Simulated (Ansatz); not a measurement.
# wB97X/def2-SVP run of BSiH4O2F (SMILES O[SiH2]B(O)F)

What is the energy change on altering one bond length of BSiH4O2F at wB97X/def2-SVP? 

Program for the calculation: Ansatz 0.2.0.

127 further runs of the same task are left out: 127 set aside as unsound or not needed. Runs told in other sessions of the task aren't counted.

**1. The molecule**

BSiH4O2F: 9 atoms, total charge 0, spin state singlet. SMILES: `O[SiH2]B(O)F`. The coordinates come from a PBE0-D4/def2-TZVP relaxation. This is one conformer, not always the lowest.

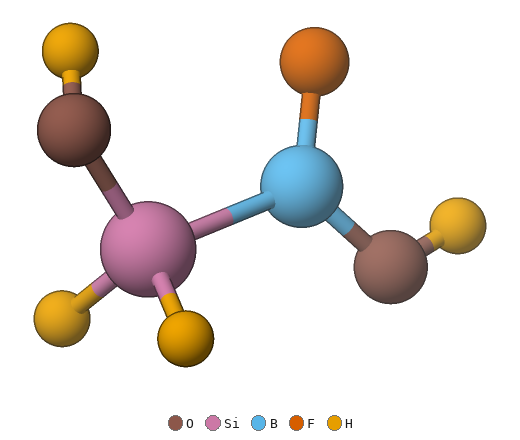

The structure, seen from a chosen angle (oxygen brown, silicon pink, boron blue, fluorine orange, hydrogen amber).

**2. The energy at wB97X/def2-SVP**

in.yaml

```yaml
crystal:
  periodic: [false, false, false]
  atoms:
    - {symbol: O, position_ang: [1.152500, 0.650100, 1.703000]}
    - {symbol: Si, position_ang: [0.837600, -0.439800, 0.500200]}
    - {symbol: B, position_ang: [-0.701500, 0.194000, -0.670900]}
    - {symbol: O, position_ang: [-0.968000, -0.381600, -1.859000]}
    - {symbol: F, position_ang: [-1.488500, 1.196900, -0.250400]}
    - {symbol: H, position_ang: [0.401000, 1.098100, 2.092900]}
    - {symbol: H, position_ang: [2.093300, -0.579800, -0.278100]}
    - {symbol: H, position_ang: [0.493300, -1.781600, 1.056300]}
    - {symbol: H, position_ang: [-1.731300, -0.002600, -2.311100]}
basis:
  gaussian: {orbitals: def2-SVP}
magnetization: {spin_polarized: false, initial_magnetization: 0}
hamiltonian: {xc: {name: wB97X}}
accuracy: high
output: {orbitals: {seedname: orbitals}}
```

The run is started by

```bash
ansatz run in.yaml --threads 1 --pin off --max-ram 3480MiB --events-out events.jsonl --progress --plain --runs-dir runs
```

Output:

```text
Warning: RAYON_NUM_THREADS=1 ignored (pool sized by the plan → 1); use --threads N
Functional definition: wB97X
  name "wB97X"
  parameter omega = 0.3/bohr
  parameter cx = 0.157706
  parameter cx1 = 0.726479
  parameter cx2 = 1.04760
  parameter cx3 = -5.70635
  parameter cx4 = 13.2794
  parameter css1 = -4.33879
  parameter css2 = 18.2308
  parameter css3 = -31.7430
  parameter css4 = 17.2901
  parameter cos1 = 2.37031
  parameter cos2 = -11.3995
  parameter cos3 = 6.58405
  parameter cos4 = -3.78132
  exchange = spin_sum(e_x_unif_sr(omega)*poly(b97_u_x, 1 - cx, cx1, cx2, cx3, cx4)) + cx*exact_x_sr(omega)
      + exact_x_lr(omega)
  correlation = spin_sum(e_c_pw_same_spin*poly(b97_u_same, 1, css1, css2, css3, css4))
      + integral(e_c_pw_opposite_spin*poly(b97_u_opposite, 1, cos1, cos2, cos3, cos4))
2070 factors; integrals over basis functions are off by at most 6.6e-9 eV
375 factors; integrals over basis functions are off by at most 2.5e-9 eV
mean field evaluation 1: about -15417.0374 eV, gradient 6.0e1 eV
mean field evaluation 2: about -15416.5892 eV, gradient 6.5e1 eV
mean field evaluation 4: about -15423.3613 eV, gradient 1.7e0 eV
mean field evaluation 8: about -15423.4989 eV, gradient 9.7e-2 eV
mean field evaluation 16: about -15423.4990 eV, gradient 4.9e-5 eV
mean field -15423.49897364 eV, -566.8031328582 hartree, gradient 3.8e-8 eV, S^2 0.000000; 0 other end points of the search recorded, 0 dependent functions left out
reference -15423.49897058 eV, -566.8031327458 hartree; 24, 24 occupied and 70, 70 virtual orbitals, 2070 factors
Total energy: -15423.49897058 eV, -566.8031327458 hartree
```

It took 32 s on 1 thread of Arm Neoverse V2, shared host; peak memory 0.55 GiB.

**3. The distorted shape at the same level**

molecule.yaml

```yaml
crystal:
  periodic: [false, false, false]
  atoms:
    - {symbol: O, position_ang: [1.922059, 0.333196, 2.288557]}
    - {symbol: Si, position_ang: [1.607159, -0.756704, 1.085757]}
    - {symbol: B, position_ang: [-0.701500, 0.194000, -0.670900]}
    - {symbol: O, position_ang: [-0.968000, -0.381600, -1.859000]}
    - {symbol: F, position_ang: [-1.488500, 1.196900, -0.250400]}
    - {symbol: H, position_ang: [1.170559, 0.781196, 2.678457]}
    - {symbol: H, position_ang: [2.862859, -0.896704, 0.307457]}
    - {symbol: H, position_ang: [1.262859, -2.098504, 1.641857]}
    - {symbol: H, position_ang: [-1.731300, -0.002600, -2.311100]}
basis:
  gaussian:
    orbitals: def2-SVP
accuracy: high
hamiltonian:
  xc: {name: wB97X}
output: {orbitals: {seedname: orbitals}}
```

The run is started by

```bash
ansatz run molecule.yaml --threads 1 --pin off --max-ram 3480MiB --events-out events.jsonl --progress --plain --runs-dir runs
```

Output (excerpt; [...] marks lines left out):

```text
Warning: RAYON_NUM_THREADS=1 ignored (pool sized by the plan → 1); use --threads N
[... 2 set-up lines as earlier in the session ...]
[...]
      + exact_x_lr(omega)
[...]
      + integral(e_c_pw_opposite_spin*poly(b97_u_opposite, 1, cos1, cos2, cos3, cos4))
2025 factors; integrals over basis functions are off by at most 7.0e-9 eV
406 factors; integrals over basis functions are off by at most 2.0e-9 eV
[...]
mean field -15420.97004794 eV, -566.7101965529 hartree, gradient 4.1e-8 eV, S^2 0.000000; 0 other end points of the search recorded, 0 dependent functions left out
reference -15420.97004462 eV, -566.7101964310 hartree; 24, 24 occupied and 70, 70 virtual orbitals, 2025 factors
Total energy: -15420.97004462 eV, -566.7101964310 hartree
```

It took 31 s on 1 thread of Arm Neoverse V2, shared host; peak memory 0.53 GiB.

**4. Summary of results**

Level: wB97X/def2-SVP.

| quantity | value |
| --- | --- |
| first shape: total energy | -566.80313 Eh |
| first shape: HOMO energy | -10.39 eV |
| first shape: LUMO energy | 2.02 eV |
| first shape: HOMO–LUMO gap | 12.42 eV |
| distorted shape: total energy | -566.71020 Eh |
| distorted shape: HOMO energy | -8.61 eV |
| distorted shape: LUMO energy | 0.84 eV |
| distorted shape: HOMO–LUMO gap | 9.45 eV |
| energy change with the Si2–B3 bond stretched from 2.035 to 3.053 Å | 2.529 eV |

With the Si2–B3 bond stretched from 2.035 to 3.053 Å the energy rises by 2.53 eV (58 kcal/mol). The first shape isn't relaxed at this level, so the change isn't measured from a minimum.
